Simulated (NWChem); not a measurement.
# PH3 (phosphine) at 6 levels

Wanted: a comparison of 6 runs (B3LYP/aug-cc-pVTZ, BHLYP/aug-cc-pVTZ, M06-L/aug-cc-pVTZ, PBE0/aug-cc-pVTZ, TPSS/aug-cc-pVTZ, r2SCAN/aug-cc-pVTZ) of PH3 (phosphine). 

The results are computed with NWChem 7.3.0.

## (1) The system as given

The species is PH3 (4 atoms), meant as a singlet with charge 0. SMILES: `P`. The P1–H4 distance was set to 2.130 Å, away from the relaxed value. At this shape a bond of the SMILES string is far longer than usual.

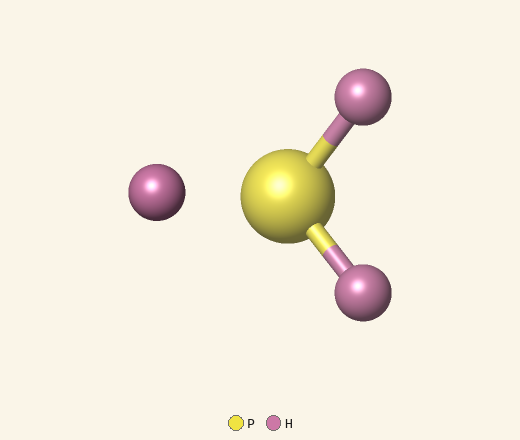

The structure, seen from a chosen angle (phosphorus yellow, hydrogen pink).

## (2) A single-point energy at B3LYP/aug-cc-pVTZ (run 1)

Contents of h3p.xyz:

```xyz
4

P      0.504648    -1.001493    -0.180752
H      0.789548    -0.708993     1.179048
H     -0.846852    -1.337993     0.094848
H      0.028700     1.023500    -0.636900
```

Contents of run.py:

```python
from ase.io import read
from ase.calculators.nwchem import NWChem

system = read('h3p.xyz')

calc = NWChem(
    label='h3p',
    theory='dft',
    memory='2200 mb',
    basis='aug-cc-pVTZ',
    basispar='spherical bse',
    dft={'xc': 'b3lyp', 'mult': '1', 'grid': 'fine', 'convergence': 'energy 1e-08', 'iterations': '100', 'mulliken': None},
    task='energy',
)
system.calc = calc

e = system.get_potential_energy()
print(f"E = {e:.6f} eV")
print("dipole (e A):", system.get_dipole_moment().round(4))
```

Command:

```console
$ export ASE_NWCHEM_COMMAND="nwchem PREFIX.nwi > PREFIX.nwo"
$ python run.py
```

Output:

```text
E = -9336.464497 eV
dipole (e A): [-0.0362 -0.1219  0.1253]
```

The calculator wrote h3p.nwi:

```
title "h3p"

permanent_dir h3p

scratch_dir h3p

start h3p

geometry units angstrom nocenter noautosym noautoz
  P  5.0464799999999999e-01 -1.0014930000000000e+00 -1.8075200000000000e-01
  H  7.8954800000000003e-01 -7.0899299999999998e-01 1.1790480000000001e+00
  H  -8.4685200000000005e-01 -1.3379930000000000e+00 9.4848000000000002e-02
  H  2.8700000000000000e-02 1.0235000000000001e+00 -6.3690000000000002e-01
end

memory 2200 mb

basis spherical bse noprint
   * library aug-cc-pVTZ
end

dft
  xc b3lyp
  mult 1
  grid fine
  convergence energy 1e-08
  iterations 100
  mulliken
end

task dft energy
```

h3p.nwo (excerpt; [...] marks lines left out):

```text
[...]
      One electron energy =     -504.258162447058
[... 1 line left out ...]
    Exchange-Corr. energy =      -24.206868240715
[... 6 lines left out ...]
                       DFT Final Molecular Orbital Analysis
[... 855 lines left out ...]
    Atom       Charge   Shell Charges
[...]
```

It took 16 s on 1 thread of AMD EPYC 9R45 (Zen 5), shared host; peak memory 0.12 GiB.

## (3) The energy at BHLYP/aug-cc-pVTZ (run 2)

Contents of m1.nw:

```
start m1
memory stack 880 mb heap 220 mb global 1100 mb

geometry units angstrom noautosym nocenter noautoz
  P        0.504648      -1.001493      -0.180752
  H        0.789548      -0.708993       1.179048
  H       -0.846852      -1.337993       0.094848
  H        0.028700       1.023500      -0.636900
end

basis spherical bse
  * library aug-cc-pVTZ
end

dft
  xc bhlyp
  mult 1
  grid fine
  convergence energy 1e-08
  iterations 100
  mulliken
end

task dft energy
```

Command:

```console
$ nwchem m1.nw > m1.out
```

Output:

```text
[...]
          Wavefunction type:  closed shell.
          No. of atoms     :     4
          No. of electrons :    18
[...]
          Charge           :     0
          Spin multiplicity:     1
[...]
          AO basis - number of functions:   119
[...]
              XC Information
              --------------
                        BHLYP Method XC Functional
                     Hartree-Fock (Exact) Exchange  0.500
                        Slater Exchange Functional  0.500 local
                    Becke 1988 Exchange Functional  0.500 non-local
              Lee-Yang-Parr Correlation Functional  1.000
[...]
 d= 0,ls=0.0,diis     1   -343.0573135151 -3.59D+02  2.15D-03  1.07D-01     2.5
[...]
 d= 0,ls=0.0,diis     8   -343.0712361840 -2.63D-09  3.27D-07  1.99D-09    15.3
         Total DFT energy =     -343.071236184036
      One electron energy =     -504.230493106538
           Coulomb energy =      169.770679178056
    Exchange-Corr. energy =      -24.180560689601
 Nuclear repulsion energy =       15.569138434047
[...]
      Total Density - Mulliken Population Analysis
     ---------------------------------------------
    Atom       Charge   Shell Charges
 -----------   ------   -------------------------------------------------------
    1 P   15    15.05   2.00  1.87  0.21  1.10  0.58 -0.02  5.76  0.58  1.76  1.02  0.02  0.05  0.09  0.02  0.01  0.00
    2 H    1     0.96   0.25  0.51  0.18  0.01  0.01  0.02 -0.01  0.00  0.00
    3 H    1     0.96   0.25  0.51  0.18  0.01  0.01  0.02 -0.01  0.00  0.00
    4 H    1     1.04   0.17  0.46  0.38  0.01  0.00  0.01  0.01  0.00  0.00
[...]
```

Run time: 16 s. Hardware: 1 thread of AMD EPYC 9R45 (Zen 5), shared host; peak memory 0.12 GiB.

Runs 3 to 5 aren't shown in full; the table further down has their settings and results.

## (4) The energy at r2SCAN/aug-cc-pVTZ (run 6)

Contents of h3p.nw:

```
start h3p
title "H3P r2SCAN"
memory stack 880 mb heap 220 mb global 1100 mb

geometry units angstroms noautosym nocenter noautoz
   P      0.504648    -1.001493    -0.180752
   H      0.789548    -0.708993     1.179048
   H     -0.846852    -1.337993     0.094848
   H      0.028700     1.023500    -0.636900
end

basis "ao basis" spherical bse
   * library aug-cc-pVTZ
end

dft
   xc r2scan
   grid fine
   convergence energy 1e-08
   iterations 100
   mulliken
   print medium
end

task dft energy
```

Command:

```console
$ nwchem h3p.nw > h3p.out
```

Output:

```text
[...]
          Wavefunction type:  closed shell.
          No. of atoms     :     4
          No. of electrons :    18
[...]
          Charge           :     0
          Spin multiplicity:     1
[...]
          AO basis - number of functions:   119
[...]
              XC Information
              --------------
                      r^2SCAN Method XC Functional
               r^2SCAN metaGGA Exchange Functional  1.000
                     r^2SCAN Correlation Potential  1.000
[...]
 d= 0,ls=0.0,diis     1   -343.0389830722 -3.59D+02  3.27D-03  1.83D-01     2.6
[...]
 d= 0,ls=0.0,diis     8   -343.0513531105  4.27D-09  1.64D-06  5.35D-08    16.3
         Total DFT energy =     -343.051353110543
      One electron energy =     -504.310740869829
           Coulomb energy =      169.846411213438
    Exchange-Corr. energy =      -24.156161888200
 Nuclear repulsion energy =       15.569138434047
[...]
      Total Density - Mulliken Population Analysis
     ---------------------------------------------
    Atom       Charge   Shell Charges
 -----------   ------   -------------------------------------------------------
    1 P   15    15.05   2.00  1.87  0.19  1.09  0.68 -0.01  5.77  0.57  1.79  0.95  0.02  0.04  0.06  0.02  0.01  0.00
    2 H    1     0.97   0.24  0.52  0.18  0.01  0.00  0.03 -0.02  0.00  0.00
    3 H    1     0.97   0.24  0.52  0.18  0.01  0.00  0.03 -0.02  0.00  0.00
    4 H    1     1.01   0.17  0.47  0.35  0.01  0.00  0.01  0.00  0.00  0.00
[...]
```

Wall time 17 s (1 thread of AMD EPYC 9R45 (Zen 5), shared host); peak memory 0.12 GiB.

## (5) All runs side by side

| run | level | energy (Eh) | dipole moment (D) | HOMO energy (eV) | LUMO energy (eV) | wall time |
| --- | --- | --- | --- | --- | --- | --- |
| 1 | B3LYP/aug-cc-pVTZ | -343.108745 | 0.86 | -7.74 | -2.54 | 16 s |
| 2 | BHLYP/aug-cc-pVTZ | -343.071236 | 0.94 | -8.83 | -1.43 | 16 s |
| 3 | M06-L/aug-cc-pVTZ | -343.078603 | 0.83 | -7.00 | -2.80 | 27 s |
| 4 | PBE0/aug-cc-pVTZ | -342.945511 | 0.82 | -7.91 | -2.29 | 16 s |
| 5 | TPSS/aug-cc-pVTZ | -343.113800 | 0.83 | -6.99 | -3.01 | 21 s |
| 6 | r2SCAN/aug-cc-pVTZ | -343.051353 | 0.81 | -7.09 | -3.00 | 17 s |

## (6) What came out

```
            quantity          value
 run 6: total energy  -343.05135 Eh
run 6: dipole moment         0.81 D
  run 6: HOMO energy       -7.09 eV
  run 6: LUMO energy       -3.00 eV
run 6: HOMO–LUMO gap        4.10 eV
```

What this shows: The dipole moment (its size) runs from 0.81 D (r2SCAN/aug-cc-pVTZ) to 0.94 D (BHLYP/aug-cc-pVTZ). The HOMO–LUMO gap runs from 3.98 eV (TPSS/aug-cc-pVTZ) to 7.40 eV (BHLYP/aug-cc-pVTZ). Totals of different functionals can't be ranked against each other. All runs together took 1.9 min, the longest 27 s.
